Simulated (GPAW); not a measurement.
## LiCl (Fm-3m): G0W0 on several meshes in GPAW

How does the mesh move the gap of LiCl (Fm-3m)?

Main program and level: GPAW 26.7.0; LDA and many-body steps on it, plane waves.

### Step 1. Set-up

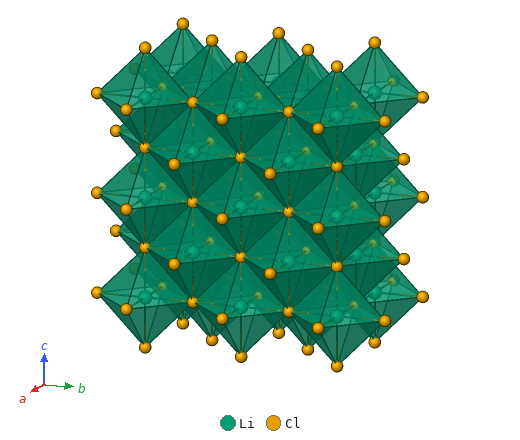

The cell as given, slightly off an axis (lithium teal, chlorine orange). 1×2×2 cells are drawn. This picture shows the conventional cell, with its axes. Some periodic images of atoms are drawn too.

Coordinates:

```xyz
2
Lattice="0.0000 2.5715 2.5715 2.5715 0.0000 2.5715 2.5715 2.5715 0.0000" Properties=species:S:1:pos:R:3 pbc="T T T"
Li    0.0000    0.0000    0.0000
Cl    2.5715    2.5715    2.5715
```

The cell and positions come from the Crystallography Open Database and are kept as given unless a step says otherwise.

### Step 2. Empty states on the mesh, 6×6×6 mesh, 515 bands

This step: GPAW 26.7.0; DFT, LDA, plane waves, PAW.

The sums over transitions need many empty states on a uniform mesh; this step solves for them.

run.py

```python
import json
import numpy as np
from gpaw.mpi import world
from gpaw import GPAW

calc = GPAW('gs.gpw').fixed_density(kpts={'size': (6, 6, 6), 'gamma': True},
    parallel={'domain': 1, 'band': 1},
    txt='nscf.txt')
calc.diagonalize_full_hamiltonian(nbands=515)
calc.write('full.gpw', mode='all')
res = {}
kpts = calc.get_ibz_k_points()
res['kpts'] = kpts
res['eigenvalues'] = [calc.get_eigenvalues(kpt=k) for k in range(len(kpts))]
res['n_electrons'] = calc.get_number_of_electrons()

if world.rank == 0:
    with open('result.json', 'w') as f:
        json.dump(res, f, default=lambda x: x.tolist())
```

The run is started by

```console
> mpirun -n 4 gpaw python run.py
```

Numbers of over 12 decimals in the logs are rounded to 6 here.

Log:

```text
Diagonalizing LCAO Hamiltonian
Converting LCAO to pw mode
convergence criteria:
- Maximum integral of absolute [eigenst]ate change: 4e-08 eV^2 / valence electron
maximum number of iterations: 100

SCF iterations
|iter     |     time |      energy | eigst |  dens |
|iter:   1|  |             | +1.25 |       |
|iter:   2|  |             | -0.09 |       |
|iter:   3|  |             | -0.05 |       |
[...]
|iter:   9|  |             | -6.20 |       |
|iter:  10|  |             | -6.93 |       |
|iter:  11|  |             | -7.64c|       |
SCF steps: 11
  __  _  _
 | _ |_)|_||  |
 |__||  | ||/\| - 26.7.0

Input parameters:
  mode=PW(ecut=600.0),
  convergence={'density': 1e-06, 'bands': -3},
  gpts=array([21, 21, 21]),
  kpts=MonkhorstPack(size=(6, 6, 6), gamma=True),
  maxiter=100,
  nbands=11,
  occupations=Occupations(name='fermi-dirac', width=0.001, fixmagmom=False),
  parallel={'domain': 1, 'band': 1},
  xc=XC(name='LDA')
Matrix size: 1154x1154
# Writing to full.gpw (mode='all')
  [... matrices ...]

timing:  # [seconds]
  Total: 13.002  # ━━━━━━━━━━━━━━━━━━━━━━━━━━━━━━━━━━━━━━━━━━━━━━━━━━━━━━━━━━
```

Elapsed: 22 s, on 4 MPI ranks of Intel Xeon Platinum 8259CL at 2.50GHz (Skylake/Cascade Lake), shared host; peak memory 1.2 GiB.

This step gave:

```yaml
gap: 5.941 eV
k_of_the_valence_top: 0, 0, 0
k_of_the_conduction_bottom: 0, 0, 0
least_direct_gap: 5.941 eV
k_points_computed: 16
lowest_point_of_the_top_converged_band_above_the_valence_top: 331.7225 eV
```

On this mesh the gap is 5.941 eV.

### Step 3. 6×6×6

G0W0 replaces the xc potential by the self-energy, built once from these orbitals. Only a window of levels is corrected, while the sums run over the empty bands that the input names.

This step: G0W0 on LDA, plane waves, PAW.

run.py

```python
import json
import numpy as np
from gpaw.mpi import world
from gpaw.response.g0w0 import G0W0

gw = G0W0('full.gpw',
    filename='gw',
    kpts=[0],
    bands=(2, 6),
    ecut=210,
    nbands=235,
    integrate_gamma='WS',
    ppa=True)
gw.calculate()
res = {mode: {k: v for k, v in r.items() if k != 'sigma_eskwn'}
       for mode, r in gw.all_results.items()}

if world.rank == 0:
    with open('result.json', 'w') as f:
        json.dump(res, f, default=lambda x: x.tolist())
```

The run is started by

```console
> mpirun -n 4 gpaw python run.py
```

Log:

```text
Using integrator: PointIntegrator
FrequencyGridDescriptor(from 0.000+0.000j to 0.000+27.211j eV, 2 points)
Nonperiodic BCs:  [False False False]
Using integrator: PointIntegrator
FrequencyGridDescriptor(from 0.000+0.000j to 0.000+27.211j eV, 2 points)
Nonperiodic BCs:  [False False False]
  ___  _ _ _
 |   || | | |
 | | || | | |
 |__ ||_____|
 |___|

BZ k-points: Symmetries present (total): 48

  [... matrices ...]
216 k-points: 6 x 6 x 6 Monkhorst-Pack grid + [1/12,1/12,1/12]
16 k-points in the irreducible part of the Brillouin zone
       k-points in crystal coordinates                weights
   0:     0.00000000    0.00000000    0.00000000          1/216
   1:     0.16666667    0.16666667    0.00000000          6/216
   2:     0.16666667    0.16666667    0.16666667          8/216
   3:     0.33333333    0.16666667    0.16666667         12/216
   4:     0.33333333    0.33333333   -0.33333333         12/216
   5:     0.33333333    0.33333333    0.00000000          6/216
   6:     0.33333333    0.33333333    0.16666667         24/216
   7:     0.33333333    0.33333333    0.33333333          8/216
   8:     0.50000000    0.33333333   -0.33333333         24/216
   9:     0.50000000    0.33333333   -0.16666667         12/216
          ...
  15:     0.50000000    0.50000000    0.50000000          4/216

Distributing spins, k-points and bands (1 x 1 x 4) over 4 processes
Number of blocks: 1

Quasi particle states:
k-points (IBZ indices): [0]
Band range: (2, 6)
  [... matrices ...]
Computational parameters:
Plane wave cut-off: 210 eV
Number of bands: 235
Coulomb cutoff: None
Broadening: 0.1 eV

fxc modes: GW
Kernel: RPA
Using Godby-Needs plasmon-pole approximation:
  Fitting energy: i*E0, E0 = 1.000 Hartree
Summing all q:

Calculating screened Coulomb potential
No Coulomb truncation
FrequencyGridDescriptor(from 0.000+0.000j to 0.000+27.211j eV, 2 points)
Removing empty qpoint cache files...

Calculating chi0 body with:
    Ground state adapter containing:
    Number of spins: 1
    Number of kpoints: 216
    Number of irreducible kpoints: 16
    Number of completely occupied states: 4
    Number of partially occupied states: 4
    Occupied states memory: 0.565247 M / cpu

    Linear response parametrization:
    q_c: [1.3877787807814457e-17, 1.3877787807814457e-17, 1.3877787807814457e-17]
    Number of frequency points: 2
    Planewave cutoff: 210.0
    Number of bands: 235
    Number of planewaves: 259
    Broadening (eta): 1e-06
    comm.size: 4
    kncomm.size: 4
    blockcomm.size: 1

    Memory estimate of potentially large arrays:
        chi0_wGG: 2.047150 M / cpu
Integrating chi0 body.

Symmetries of q_c:
    Direct symmetries (Uq -> q): 48
    Indirect symmetries (TUq -> q): 0
In total 48 allowed symmetries.

  [... matrices ...]
16 groups of equivalent kpoints. 92.592593% reduction.

Integral kind: response function
Integrating chi0 head and wings.

Symmetries of q_c:
    Direct symmetries (Uq -> q): 48
    Indirect symmetries (TUq -> q): 0
In total 48 allowed symmetries.

  [... matrices ...]
16 groups of equivalent kpoints. 92.592593% reduction.

Integral kind: response function wings

Calculating chi0 body with:
    Ground state adapter containing:
    Number of spins: 1
    Number of kpoints: 216
    Number of irreducible kpoints: 16
    Number of completely occupied states: 4
    Number of partially occupied states: 4
[... the further q-points ...]

Results:
f:      Occupation numbers
eps:     KS-eigenvalues [eV]
vxc:     KS vxc [eV]
exx:     Exact exchange [eV]
sigma:   Self-energies [eV]
dsigma:  Self-energy derivatives
Z:       Renormalization factors
qp:      QP-energies [eV]

k-point 0 (0): (0.000, 0.000, 0.000)                GW
band       f     eps     vxc     exx   sigma  dsigma       Z      qp
                                                                   GW
   2   1.000   0.480 -17.216 -21.225   1.881  -0.244   0.804  -1.231
   3   1.000   0.480 -17.216 -21.225   1.881  -0.244   0.804  -1.231
   4   0.000   6.421 -11.221  -6.404  -3.561  -0.182   0.846   7.484
   5   0.000  12.096 -10.099  -4.495  -3.909  -0.197   0.835  13.512
```

It took 7 min on 4 MPI ranks; peak memory 1.1 GiB.

Numbers from this step:

* G0W0 gap on the points computed: 8.715 eV
* least direct G0W0 gap on the computed points: 8.715 eV
* Z at the valence top: 0.8040
* Z at the conduction bottom: 0.8463
* starting gap on the mesh: 5.941 eV
* k of the valence top: 0, 0, 0
* k of the conduction bottom: 0, 0, 0

The gap on the mesh goes from 5.94 eV to 8.71 eV, a correction of +2.77 eV.

### Step 4. Empty states on the mesh, 4×4×4 mesh, 245 bands

This step: DFT, LDA, plane waves, PAW.

run.py

```python
import json
import numpy as np
from gpaw.mpi import world
from gpaw import GPAW

calc = GPAW('gs.gpw').fixed_density(kpts={'size': (4, 4, 4), 'gamma': True},
    parallel={'domain': 1, 'band': 1},
    txt='nscf.txt')
calc.diagonalize_full_hamiltonian(nbands=245)
calc.write('full.gpw', mode='all')
res = {}
kpts = calc.get_ibz_k_points()
res['kpts'] = kpts
res['eigenvalues'] = [calc.get_eigenvalues(kpt=k) for k in range(len(kpts))]
res['n_electrons'] = calc.get_number_of_electrons()

if world.rank == 0:
    with open('result.json', 'w') as f:
        json.dump(res, f, default=lambda x: x.tolist())
```

The run is started by

```console
> mpirun -n 4 gpaw python run.py
```

Log:

```text
Diagonalizing LCAO Hamiltonian
Converting LCAO to pw mode
convergence criteria:
- Maximum integral of absolute [eigenst]ate change: 4e-08 eV^2 / valence electron
maximum number of iterations: 100

SCF iterations
|iter     |     time |      energy | eigst |  dens |
|iter:   1|  |             | +1.25 |       |
|iter:   2|  |             | -0.10 |       |
|iter:   3|  |             | -0.57 |       |
[...]
|iter:  10|  |             | -6.41 |       |
|iter:  11|  |             | -7.12 |       |
|iter:  12|  |             | -7.62c|       |
SCF steps: 12
  __  _  _
 | _ |_)|_||  |
 |__||  | ||/\| - 26.7.0

Input parameters:
  mode=PW(ecut=600.0),
  convergence={'density': 1e-06, 'bands': -3},
  gpts=array([21, 21, 21]),
  kpts=MonkhorstPack(size=(4, 4, 4), gamma=True),
  maxiter=100,
  nbands=11,
  occupations=Occupations(name='fermi-dirac', width=0.001, fixmagmom=False),
  parallel={'domain': 1, 'band': 1},
  xc=XC(name='LDA')
Matrix size: 1139x1139
# Writing to full.gpw (mode='all')
  [... matrices ...]

timing:  # [seconds]
  Total: 5.749  # ━━━━━━━━━━━━━━━━━━━━━━━━━━━━━━━━━━━━━━━━━━━━━━━━━━━━━━━━━━━
```

Run time: 14 s. Hardware: 4 MPI ranks; peak memory 1.1 GiB; 54 s of CPU time.

This step gave:

* gap: 5.941 eV
* k of the valence top: 0, 0, 0
* k of the conduction bottom: 0, 0, 0
* least direct gap: 5.941 eV
* k points computed: 8
* lowest point of the top converged band, above the valence top: 199.8041 eV

On this mesh the gap is 5.941 eV.

### Step 5. 4×4×4

This step: G0W0 on LDA, plane waves, PAW.

run.py

```python
import json
import numpy as np
from gpaw.mpi import world
from gpaw.response.g0w0 import G0W0

gw = G0W0('full.gpw',
    filename='gw',
    kpts=[0],
    bands=(2, 6),
    ecut=210,
    nbands=235,
    integrate_gamma='WS',
    ppa=True)
gw.calculate()
res = {mode: {k: v for k, v in r.items() if k != 'sigma_eskwn'}
       for mode, r in gw.all_results.items()}

if world.rank == 0:
    with open('result.json', 'w') as f:
        json.dump(res, f, default=lambda x: x.tolist())
```

The run is started by

```console
> mpirun -n 4 gpaw python run.py
```

Log:

```text
Using integrator: PointIntegrator
FrequencyGridDescriptor(from 0.000+0.000j to 0.000+27.211j eV, 2 points)
Nonperiodic BCs:  [False False False]
Using integrator: PointIntegrator
FrequencyGridDescriptor(from 0.000+0.000j to 0.000+27.211j eV, 2 points)
Nonperiodic BCs:  [False False False]
  ___  _ _ _
 |   || | | |
 | | || | | |
 |__ ||_____|
 |___|

BZ k-points: Symmetries present (total): 48

  [... matrices ...]
64 k-points: 4 x 4 x 4 Monkhorst-Pack grid + [1/8,1/8,1/8]
8 k-points in the irreducible part of the Brillouin zone
       k-points in crystal coordinates                weights
   0:     0.00000000    0.00000000    0.00000000          1/64
   1:     0.25000000    0.25000000    0.00000000          6/64
   2:     0.25000000    0.25000000    0.25000000          8/64
[...]
6:     0.50000000    0.50000000    0.25000000         24/64
   7:     0.50000000    0.50000000    0.50000000          4/64

Distributing spins, k-points and bands (1 x 1 x 4) over 4 processes
Number of blocks: 1

Quasi particle states:
k-points (IBZ indices): [0]
Band range: (2, 6)
  [... matrices ...]
Computational parameters:
Plane wave cut-off: 210 eV
Number of bands: 235
Coulomb cutoff: None
Broadening: 0.1 eV

fxc modes: GW
Kernel: RPA
Using Godby-Needs plasmon-pole approximation:
  Fitting energy: i*E0, E0 = 1.000 Hartree
Summing all q:

Calculating screened Coulomb potential
No Coulomb truncation
FrequencyGridDescriptor(from 0.000+0.000j to 0.000+27.211j eV, 2 points)
Removing empty qpoint cache files...

Calculating chi0 body with:
    Ground state adapter containing:
    Number of spins: 1
    Number of kpoints: 64
    Number of irreducible kpoints: 8
    Number of completely occupied states: 4
    Number of partially occupied states: 4
    Occupied states memory: 0.565247 M / cpu

    Linear response parametrization:
    q_c: [0.0, 0.0, 0.0]
    Number of frequency points: 2
    Planewave cutoff: 210.0
    Number of bands: 235
    Number of planewaves: 259
    Broadening (eta): 1e-06
    comm.size: 4
    kncomm.size: 4
    blockcomm.size: 1

    Memory estimate of potentially large arrays:
        chi0_wGG: 2.047150 M / cpu
Integrating chi0 body.

Symmetries of q_c:
    Direct symmetries (Uq -> q): 48
    Indirect symmetries (TUq -> q): 0
In total 48 allowed symmetries.

  [... matrices ...]
8 groups of equivalent kpoints. 87.5% reduction.

Integral kind: response function
Integrating chi0 head and wings.

Symmetries of q_c:
    Direct symmetries (Uq -> q): 48
    Indirect symmetries (TUq -> q): 0
In total 48 allowed symmetries.

  [... matrices ...]
8 groups of equivalent kpoints. 87.5% reduction.

Integral kind: response function wings

Calculating chi0 body with:
    Ground state adapter containing:
    Number of spins: 1
    Number of kpoints: 64
    Number of irreducible kpoints: 8
    Number of completely occupied states: 4
    Number of partially occupied states: 4
    Occupied states memory: 0.565247 M / cpu

    Linear response parametrization:
[... the further q-points ...]

Results:
f:      Occupation numbers
eps:     KS-eigenvalues [eV]
vxc:     KS vxc [eV]
exx:     Exact exchange [eV]
sigma:   Self-energies [eV]
dsigma:  Self-energy derivatives
Z:       Renormalization factors
qp:      QP-energies [eV]

k-point 0 (0): (0.000, 0.000, 0.000)                GW
band       f     eps     vxc     exx   sigma  dsigma       Z      qp
                                                                   GW
   2   1.000   0.480 -17.216 -21.254   1.898  -0.243   0.804  -1.242
   3   1.000   0.480 -17.216 -21.254   1.898  -0.243   0.804  -1.241
   4   0.000   6.421 -11.221  -6.366  -3.590  -0.183   0.846   7.490
   5   0.000  12.096 -10.099  -4.487  -3.920  -0.188   0.842  13.521
```

Wall time 1.8 min (4 MPI ranks); peak memory 1.1 GiB; 7 min of CPU time.

Numbers from this step:

| Item | Value |
| --- | --- |
| G0W0 gap on the points computed | 8.732 eV |
| least direct G0W0 gap on the computed points | 8.732 eV |
| Z at the valence top | 0.8045 |
| Z at the conduction bottom | 0.8456 |
| starting gap on the mesh | 5.941 eV |
| k of the valence top | 0, 0, 0 |
| k of the conduction bottom | 0, 0, 0 |

Against G0W0 in GPAW (6×6×6 mesh, 235 bands, screening to 210 eV, Godby-Needs plasmon pole), the gap moves by +0.017 eV.

### Step 6. Side by side

Times are wall times on 4 MPI ranks of Intel Xeon Platinum 8259CL at 2.50GHz (Skylake/Cascade Lake), shared host. The host was busy with other work, so they are no guide to cost.

| run | mesh | bands | screening cutoff (eV) | DFT gap (eV) | gap on the mesh (eV) | direct (eV) | time |
| --- | --- | --- | --- | --- | --- | --- | --- |
| 6×6×6 | 6×6×6 | 235 | 210 | 5.941 | 8.715 | 8.715 | 7 min |
| 4×4×4 | 4×4×4 | 235 | 210 | 5.941 | 8.732 | 8.732 | 1.8 min |

### Step 7. What came out

* 6×6×6: 8.715 eV
* 4×4×4: 8.732 eV
* known limits: not at the basis limit; coarse k mesh

4×4×4: +0.017 eV against 6×6×6. Bands and cutoff are finite, so the gap is not at the basis limit. The miss can reach some tenths of an eV and take either sign; the mesh is an error of its own. These stock PAW sets were not made for GW. In the G0W0 runs levels were corrected at 1 k point alone, so a gap called «on the mesh» is the least over those, and an edge elsewhere would be missed.

[Paths, hosts, dates, memory and timing lines, banners, echoed tables and standing remarks are left out of the program output.]

[Logs are printed without paths, hosts, clocks, repeated set-up lines and the standing remarks that a program may print on its own settings, such as how far it seeks lower states.]

[Runs of the session that timed out or met a known fault of the program may be left out.]

[Hosts, paths, dates, database ids (printed as entryN), source tags and the programs' standing remarks are cut or masked in the printed files.]
